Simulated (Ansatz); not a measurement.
# CH$_{4}$ClFOSi: molecular dynamics (part 2 of 2)

The same run, continued: CH$_{4}$ClFOSi, SMILES OC(F)([SiH3])Cl; RKS revPBE/def2-SVP (Ansatz 0.2.0). The geometry comes from this level: PBE0-D4/def2-TZVP.

Geometry of the input (Å):
```
O  -0.8608  0.0300  1.3891
C  -0.6098  0.2578  0.0808
F  -1.6400  -0.2199  -0.6873
Si 1.0619  -0.5238  -0.4506
Cl -0.5442  2.0403  -0.2666
H  -1.6695  0.4922  1.6500
H  1.2308  -0.2506  -1.8949
H  0.9882  -1.9816  -0.1889
H  2.1322  0.1096  0.3514
```

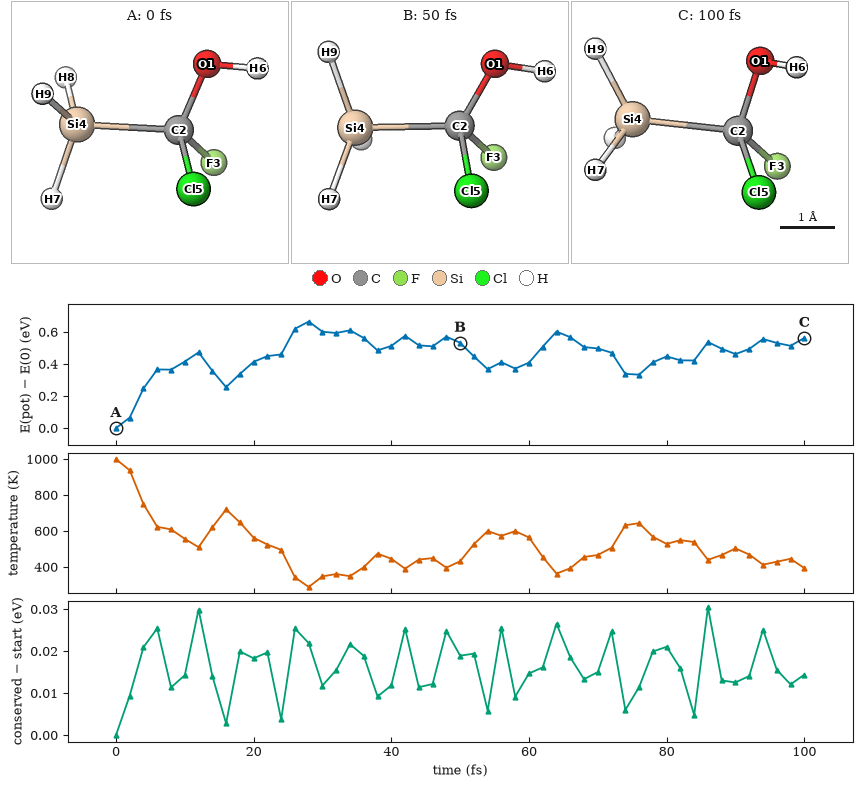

Fig. 1: Frames of the molecular dynamics (ball-and-stick, seen at a tilt) above the curves, on which the letters mark them. The trajectory kept here has 51 frames over 100 fs. The temperature starts at 1000 K, ranges from 289 to 1000 K and averages 498 K over the second half. The potential energy ends 0.563 eV above its first value. The conserved quantity stays within 0.03 eV. After an unweighted best fit of the last frame on the first, the root-mean-square displacement is 0.62 Å.

```
Total energy: -26248.64500684 eV, -964.6199120306 hartree
Atom 0 at    -0.722321     0.021851     1.425001 Å, force    -0.720690     0.779165    -0.719425 eV/Å
Atom 1 at    -0.628748     0.191498     0.038483 Å, force     1.155509     1.106192     0.825671 eV/Å
Atom 2 at    -1.702691    -0.158316    -0.694520 Å, force    -0.349480    -1.090121     0.226733 eV/Å
Atom 3 at     1.140951    -0.606566    -0.386123 Å, force    -0.724990    -1.621304    -0.603444 eV/Å
Atom 4 at    -0.660102     2.101075    -0.319059 Å, force     0.549846    -0.397404     0.326194 eV/Å
Atom 5 at    -1.140437     0.857993     1.759911 Å, force    -0.080071    -0.589694     0.035881 eV/Å
Atom 6 at     1.917332     0.344193    -1.105187 Å, force     0.724484     1.183221    -0.870095 eV/Å
Atom 7 at     0.921281    -1.822765    -1.323993 Å, force    -0.036731     0.513079     0.439280 eV/Å
Atom 8 at     2.065421    -1.085248     0.704745 Å, force    -0.517877     0.116866     0.339205 eV/Å
Dipole moment:     0.079661    -0.039779     0.225472 e Å
```

### Trajectory as extended XYZ (Å, eV, eV/Å), 11 of the 51 frames kept, from step=0 to step=50
```
9
Properties=species:S:1:pos:R:3:forces:R:3 step=0 time_fs=0.0 energy=-26249.20788 temperature=1000.0
O    -0.8608    0.0300    1.3891    0.5916  -0.5208   0.6430
C    -0.6098    0.2578    0.0808    0.0645  -0.1245   0.0815
F    -1.6400   -0.2199   -0.6873   -0.5764  -0.3729  -0.5658
Si    1.0619   -0.5238   -0.4506    0.0195  -0.0136   0.0190
Cl   -0.5442    2.0403   -0.2666    0.0774   0.9169  -0.1806
H    -1.6695    0.4922    1.6500   -0.5831   0.3324   0.1416
H     1.2308   -0.2506   -1.8949    0.0798   0.0287  -0.3506
H     0.9882   -1.9816   -0.1889    0.0226  -0.3607   0.0384
H     2.1322    0.1096    0.3514    0.3042   0.1144   0.1735
9
Properties=species:S:1:pos:R:3:forces:R:3 step=5 time_fs=10.0 energy=-26248.79232 temperature=556.5
O    -0.9595   -0.0018    1.4616    1.8987   0.1044  -1.1883
C    -0.5446    0.1987    0.1485   -2.7020   0.0738   0.2364
F    -1.6332   -0.2493   -0.6496    0.6692   0.0321  -0.0909
Si    1.0910   -0.5299   -0.4948   -0.5483  -0.8060   1.4056
Cl   -0.5351    2.0910   -0.3033    0.2739  -0.5283   0.4279
H    -1.7362    0.5614    1.4893   -1.0752   0.4520   0.5111
H     1.1107    0.0190   -1.8288    0.5561   0.3681  -0.9322
H     0.9059   -2.0513   -0.5321    0.3023   0.4757   0.0775
H     1.9297   -0.0147    0.6411    0.6253  -0.1719  -0.4472
9
Properties=species:S:1:pos:R:3:forces:R:3 step=10 time_fs=20.0 energy=-26248.79401 temperature=562.8
O    -1.0099    0.0039    1.4889    0.3171   0.1705   0.6502
C    -0.6469    0.1507    0.2201    1.2060   0.7005  -1.2781
F    -1.6056   -0.2807   -0.6213   -0.9628  -0.3664  -0.6536
Si    1.1066   -0.5395   -0.5182    0.3898   1.4223  -0.0185
Cl   -0.5198    2.1302   -0.3293   -0.0376  -0.8041   0.6244
H    -1.8766    0.4469    1.6426    0.0850  -0.0860  -0.1177
H     1.3903    0.3458   -1.8492   -0.3050  -1.0792   1.3845
H     1.0264   -2.0136   -0.8454   -0.1278   0.1581   0.0702
H     2.1993   -0.3027    0.5671   -0.5647  -0.1157  -0.6615
9
Properties=species:S:1:pos:R:3:forces:R:3 step=15 time_fs=30.0 energy=-26248.60623 temperature=348.1
O    -1.0313    0.0234    1.5313   -0.1085   0.1414  -0.5281
C    -0.6832    0.1522    0.2191    1.1969   0.6490   0.0618
F    -1.6187   -0.3277   -0.6225   -0.6555  -0.0652  -0.2013
Si    1.1169   -0.5282   -0.5226   -0.4385   0.5773   0.1183
Cl   -0.5052    2.1475   -0.3390   -0.2783  -1.0472   0.5649
H    -1.9922    0.2552    1.7211    0.9810  -0.0973  -0.6406
H     1.6050    0.3661   -1.6040   -0.3933   0.1984  -0.3083
H     1.0157   -1.8947   -1.0767   -0.5216  -0.4698  -0.1092
H     2.3291   -0.6114    0.2984    0.2178   0.1135   1.0425
9
Properties=species:S:1:pos:R:3:forces:R:3 step=20 time_fs=40.0 energy=-26248.69452 temperature=445.7
O    -1.0132    0.0421    1.5334   -0.4879   0.3700  -1.9484
C    -0.6299    0.1993    0.2074   -0.3455  -0.3635  -0.2611
F    -1.6590   -0.3746   -0.6306    1.1475   1.0016   0.9691
Si    1.1237   -0.5089   -0.5166   -1.4434  -1.3986   0.9182
Cl   -0.4981    2.1367   -0.3331   -0.4229  -1.0342   0.4953
H    -2.0126    0.1469    1.4711    0.9077  -0.0610   0.4014
H     1.5036    0.4302   -1.5181    0.5707   0.9182  -0.9306
H     0.6546   -1.7983   -1.2339    0.3857   0.4170   0.4620
H     2.2070   -0.7935    0.5088   -0.3119   0.1506  -0.1058
9
Properties=species:S:1:pos:R:3:forces:R:3 step=25 time_fs=50.0 energy=-26248.67511 temperature=432.1
O    -0.9721    0.0733    1.4425    0.4986  -0.1030   0.8432
C    -0.5984    0.2286    0.1685   -0.8810  -0.1146  -1.0502
F    -1.6502   -0.3762   -0.5985    0.7212   0.8322  -0.0527
Si    1.0978   -0.4973   -0.5029   -0.3614   0.8837  -0.1152
Cl   -0.5024    2.0992   -0.3142   -0.4399  -0.2891   0.1205
H    -1.9522    0.0831    1.4587   -0.0308   0.1302   0.0289
H     1.6000    0.6216   -1.5402   -0.0684  -1.3022   1.0728
H     0.4838   -1.6784   -1.1988    0.5448  -0.2423  -0.0855
H     1.9005   -0.8635    0.7618    0.0169   0.2051  -0.7619
9
Properties=species:S:1:pos:R:3:forces:R:3 step=30 time_fs=60.0 energy=-26248.79888 temperature=564.2
O    -0.9044    0.1000    1.3892    1.8350  -0.3634   1.1722
C    -0.6223    0.2489    0.0714    0.6510   0.5765   1.3101
F    -1.6154   -0.3406   -0.5749   -1.8792  -0.4642  -2.1146
Si    1.0433   -0.4819   -0.4821    1.2236  -0.0584  -0.4308
Cl   -0.5183    2.0548   -0.2928   -0.3557   0.7229  -0.5044
H    -1.8522    0.1335    1.4989   -1.2448   0.1764   0.0887
H     1.9692    0.4085   -1.2957   -0.4737  -0.0899   0.0426
H     0.7507   -1.7366   -1.2092   -0.1420  -0.3291  -0.3147
H     1.7974   -0.8445    0.7144    0.3857  -0.1709   0.7509
9
Properties=species:S:1:pos:R:3:forces:R:3 step=35 time_fs=70.0 energy=-26248.71036 temperature=466.8
O    -0.8071    0.1080    1.4069   -0.0484  -0.3963  -0.2386
C    -0.6179    0.2952    0.0524    0.0982  -1.0005   0.6731
F    -1.6530   -0.3164   -0.6382   -0.3746   0.3517  -0.2710
Si    1.0308   -0.4905   -0.4597    1.0793  -2.2963   0.6668
Cl   -0.5439    2.0295   -0.2842   -0.3587   1.4628  -0.6570
H    -1.7542    0.3048    1.5241   -0.3560   0.1251   0.4470
H     2.0237    0.2694   -1.1328    0.7336   1.3959  -0.9873
H     0.9952   -1.7853   -1.2910   -0.5215   0.4105   0.3374
H     1.7610   -0.8352    0.8200   -0.2518  -0.0527   0.0296
9
Properties=species:S:1:pos:R:3:forces:R:3 step=40 time_fs=80.0 energy=-26248.76009 temperature=528.4
O    -0.7336    0.0950    1.4260   -1.1420  -0.2122   0.3995
C    -0.6053    0.2832    0.0866   -0.8704  -0.6514  -0.8759
F    -1.7145   -0.2802   -0.7203    1.1995   0.6389   1.3388
Si    1.0777   -0.5354   -0.4320    0.8038   0.7987  -0.1225
Cl   -0.5790    2.0402   -0.2923   -0.2460   0.7894  -0.2695
H    -1.5564    0.5291    1.7958    0.6036  -0.2246  -0.5525
H     1.9316    0.5930   -1.2192   -0.6952  -1.2799   0.7866
H     0.8240   -1.7529   -1.2907    0.1353   0.1283   0.1269
H     1.5975   -0.8743    0.9826    0.2114   0.0128  -0.8314
9
Properties=species:S:1:pos:R:3:forces:R:3 step=45 time_fs=90.0 energy=-26248.74571 temperature=503.1
O    -0.7018    0.0576    1.4459   -1.4957   0.7650  -0.3236
C    -0.6423    0.2184    0.0659    0.6986   0.5267  -0.0962
F    -1.7236   -0.2151   -0.7397    0.6567  -0.1341   1.3873
Si    1.1281   -0.5765   -0.4038   -1.3677   1.2398  -0.5158
Cl   -0.6205    2.0722   -0.3076    0.0434  -0.1803   0.1666
H    -1.2819    0.7770    1.8564    0.4338  -0.9253  -0.6149
H     1.7566    0.5768   -1.1503    0.3349  -0.4494   0.0857
H     0.7387   -1.7074   -1.2411    0.1879  -0.7102  -0.5577
H     1.7452   -0.9934    0.8540    0.5081  -0.1320   0.4688
9
Properties=species:S:1:pos:R:3:forces:R:3 step=50 time_fs=100.0 energy=-26248.64497 temperature=393.8
O    -0.7223    0.0219    1.4250   -0.7207   0.7792  -0.7194
C    -0.6287    0.1915    0.0385    1.1555   1.1062   0.8257
F    -1.7027   -0.1583   -0.6945   -0.3495  -1.0901   0.2267
Si    1.1410   -0.6066   -0.3861   -0.7250  -1.6213  -0.6034
Cl   -0.6601    2.1011   -0.3191    0.5498  -0.3974   0.3262
H    -1.1404    0.8580    1.7599   -0.0801  -0.5897   0.0359
H     1.9173    0.3442   -1.1052    0.7245   1.1832  -0.8701
H     0.9213   -1.8228   -1.3240   -0.0367   0.5131   0.4393
H     2.0654   -1.0852    0.7047   -0.5179   0.1169   0.3392
```

### Summary

| quantity | value |
| --- | --- |
| outcome | finished |
| mean temperature over the second half | 498 K |
| trajectory | 50 steps, 100 fs |
| ensemble | nve |
| temperature in the input | 1000 K |
| time step | 2 fs |
| potential energy (last step) | −26248.6450 eV |
| SCF solution under orbital rotations (last step) | stable |
| largest force (length of the vector) (last step) | 1.876 eV/Å |
| dipole moment (last step) | 1.16 D |
| wall time | 34 s (CPU time 2 min) |
| peak memory | 0.16 GiB |

### Remarks

So short a trajectory is not equilibrated.
